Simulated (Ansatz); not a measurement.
## Frequency calculation of InPH₅ClO₂

- system: InPH₅ClO₂
- method: RKS revPBE-D4/def2-SVP (Ansatz 0.2.0)

It belongs to a series of runs on one base structure; here: vibrations at the highest image of the band.

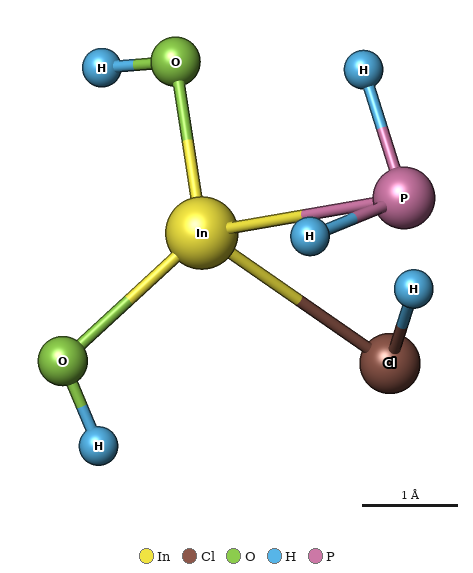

Fig. 1: The structure as given in the input (ball-and-stick view, seen at a tilt). Sticks mark near contacts. Bond lengths as drawn: Cl–H 1.61 Å, Cl–In 2.66 Å, H–O 0.98 Å, H–P 1.43 Å, In–O 2.03 to 2.04 Å and In–P 2.74 Å.

## The input
```yaml
crystal:
  periodic: [false, false, false]
  atoms:
    - { symbol: In, position_ang: [0.242047, 0.389419, 0.002377] }
    - { symbol: Cl, position_ang: [-0.544335, -0.438216, 2.40943] }
    - { symbol: O, position_ang: [2.225232, 0.071539, -0.29546] }
    - { symbol: H, position_ang: [2.331123, -0.723463, -0.856497] }
    - { symbol: O, position_ang: [-1.246579, -0.108876, -1.292939] }
    - { symbol: H, position_ang: [-2.021589, -0.383782, -0.762105] }
    - { symbol: P, position_ang: [0.115572, 2.680617, 1.495823] }
    - { symbol: H, position_ang: [1.436288, 2.769711, 0.943821] }
    - { symbol: H, position_ang: [-0.648192, 3.101322, 0.356592] }
    - { symbol: H, position_ang: [-0.278867, 1.130531, 2.139761] }
basis:
  gaussian: { orbitals: def2-SVP }
hamiltonian:
  xc: revpbe
  dispersion: d4
phonons: {}
```

Command:
```bash
ansatz run input.yaml --threads 4 --pin off --max-ram 5120MiB --backend cpu --events-out ev --progress --plain --runs-dir out
```

## Log
```
Engine: ansatz 0.2.0, aarch64-unknown-linux-gnu
Functional definition: revPBE
  parameter kappa = 1.245
  parameter beta = 0.06672455060314922
  exchange = pbe_x(kappa = kappa, mu = beta*pi^2/3)
  correlation = pbe_c(beta = beta)
1294 factors; their error is unknown
mean field evaluation 1: about -31133.5569 eV, gradient 8.4e1 eV
mean field evaluation 2: about -30926.6171 eV, gradient 2.5e2 eV
mean field evaluation 4: about -31144.2437 eV, gradient 2.9e1 eV
mean field evaluation 8: about -31147.2416 eV, gradient 8.5e-1 eV
mean field evaluation 16: about -31147.2085 eV, gradient 9.4e-4 eV
mean field -31147.20845396 eV, -1144.6387983468 hartree, gradient 7.1e-5 eV, S^2 0.000000; 0 other end points of the search recorded, 0 dependent functions left out
the calculation of the forces begins
reference -31147.20851792 eV, -1144.6388006972 hartree; 37, 37 occupied and 78, 78 virtual orbitals, 1294 factors
these checks for a lower state are left out or cut short: stability, starts, cluster_reference, orbital_swaps, neighbouring_geometries, increment
1294 factors; their error is unknown
mean field -31147.20836777 eV, -1144.6387951793 hartree, gradient 2.6e-6 eV, S^2 0.000000; 0 other end points of the search recorded, 0 dependent functions left out
[... from here on the field's lines of each further geometry are left out, up to the last ...]
the calculation of the forces begins
reference -31147.20855434 eV, -1144.6388020358 hartree; 37, 37 occupied and 78, 78 virtual orbitals, 1294 factors
these checks for a lower state are left out or cut short: stability, starts, cluster_reference, orbital_swaps, neighbouring_geometries, increment
1294 factors; their error is unknown
mean field -31147.20840261 eV, -1144.6387964598 hartree, gradient 1.5e-6 eV, S^2 0.000000; 0 other end points of the search recorded, 0 dependent functions left out
the calculation of the forces begins
reference -31147.20846657 eV, -1144.6387988104 hartree; 37, 37 occupied and 78, 78 virtual orbitals, 1294 factors
WARN: phonons: modes at or below zero, which the zero-point energy, F, S and C_V leave out: 1, the lowest at -695.95 cm⁻¹. A minimum has none, and a first-order saddle one
Total energy: -31147.82604576 eV, -1144.6614944268 hartree
Atom 0 at     0.242047     0.389419     0.002377 Å, force     0.000511    -0.000158     0.000212 eV/Å
Atom 1 at    -0.544335    -0.438216     2.409430 Å, force    -0.000105     0.000020    -0.000193 eV/Å
Atom 2 at     2.225232     0.071539    -0.295460 Å, force    -0.000039     0.000149    -0.000077 eV/Å
Atom 3 at     2.331123    -0.723463    -0.856497 Å, force    -0.000063    -0.000005     0.000014 eV/Å
Atom 4 at    -1.246579    -0.108876    -1.292939 Å, force    -0.000340    -0.000108     0.000415 eV/Å
Atom 5 at    -2.021589    -0.383782    -0.762105 Å, force     0.000067     0.000082    -0.000321 eV/Å
Atom 6 at     0.115572     2.680617     1.495823 Å, force    -0.000025    -0.000044    -0.000045 eV/Å
Atom 7 at     1.436288     2.769711     0.943821 Å, force    -0.000007     0.000017    -0.000005 eV/Å
Atom 8 at    -0.648192     3.101322     0.356592 Å, force     0.000012     0.000025    -0.000002 eV/Å
Atom 9 at    -0.278867     1.130531     2.139761 Å, force    -0.000011     0.000022     0.000003 eV/Å
Dipole moment:    -0.125437     0.193399    -0.067861 e Å
Vibrations: -695.95 65.35 76.83 101.77 121.79 165.07 184.20 185.93 214.34 258.33 314.21 471.04 537.19 564.50 578.65 829.50 834.74 887.64 907.88 1128.54 2348.35 2383.57 3682.56 3686.31 cm⁻¹, zero-point energy 1.272594 eV
```

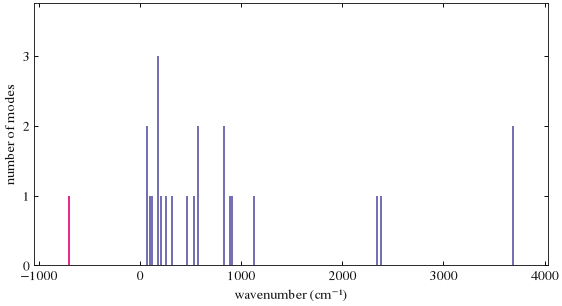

Fig. 2: Harmonic vibrational wavenumbers from the force constants; neighbouring modes closer than 20 cm⁻¹ are counted in one stick, and imaginary ones are drawn at negative wavenumbers. 24 modes from 696i to 3686 cm⁻¹, 1 imaginary beyond 8i (696i cm⁻¹): a first-order saddle point, if the geometry is stationary.

## Key numbers

| quantity | value |
| --- | --- |
| outcome | converged |
| total energy | −31147.8260 eV |
| mean-field energy | −31147.2085 eV |
| largest force (length of the vector) | 0.001 eV/Å |
| hardware | 4 threads of Arm Neoverse V1, 24 GiB of memory available, shared host |
| wall time | 49 s (CPU time 3 min) |
| peak memory | 0.17 GiB |
